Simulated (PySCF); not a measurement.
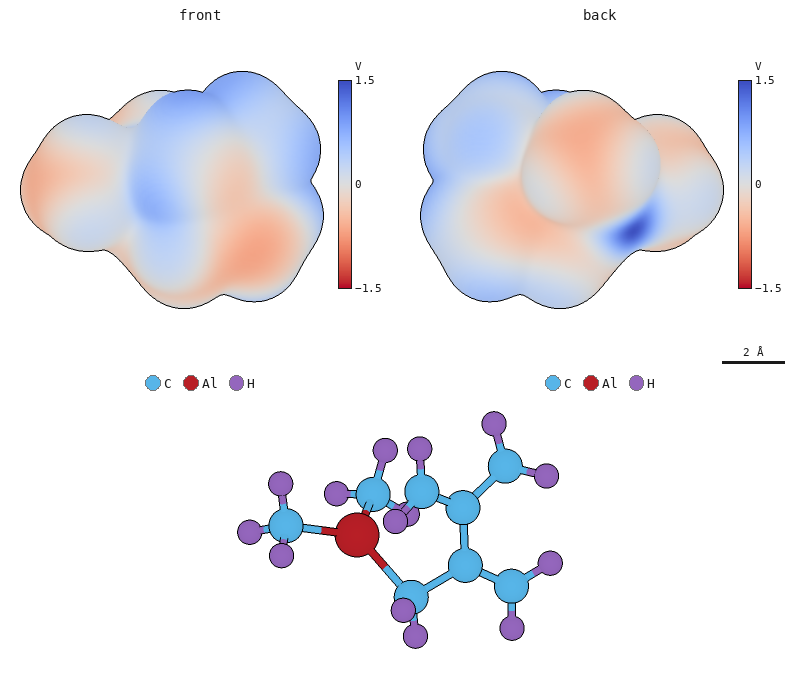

*C8H15Al (SMILES C=C(C)C(=C)[CH2][Al]([CH3])[CH3]). The molecular electrostatic potential painted on the density surface at 0.001 e/bohr³, seen from the front and from behind; the colour scale runs from red (negative) to blue (positive). The bare structure is drawn below in the same view.*

Geometry: GFN2-xTB.

Level of theory: PBE0/pcSseg-1, SCF density, gas phase, non-relativistic in PySCF.

```xyz
24

C    -0.5318    0.5620    1.4980
C    -1.2595    0.0334    0.5010
C    -2.1384   -1.1541    0.7456
C    -1.1508    0.5534   -0.8680
C    -2.0591    0.2702   -1.8056
C     0.0999    1.3216   -1.1624
Al    1.4340    0.2039   -0.1203
C     2.8093    1.1044    1.0068
C     1.4617   -1.7464   -0.5383
H    -0.5998    0.1715    2.5011
H    -0.0318    1.5144    1.4007
H    -3.1853   -0.8687    0.6482
H    -1.9322   -1.9372    0.0190
H    -1.9838   -1.5474    1.7473
H    -1.9474    0.6339   -2.8135
H    -2.9504   -0.3002   -1.6079
H     0.1695    1.4943   -2.2395
H     0.0312    2.3195   -0.7048
H     2.7971    0.7868    2.0543
H     3.8128    0.8746    0.6360
H     2.7234    2.1967    1.0106
H     2.4704   -2.0931   -0.7850
H     0.8294   -1.9897   -1.4001
H     1.1197   -2.3841    0.2842
```

Where is the surface potential most negative and most positive?

The most negative region (about −0.6 V) lies over the π face of C4 and C5, the most positive (about +1.1 V) over Al7.
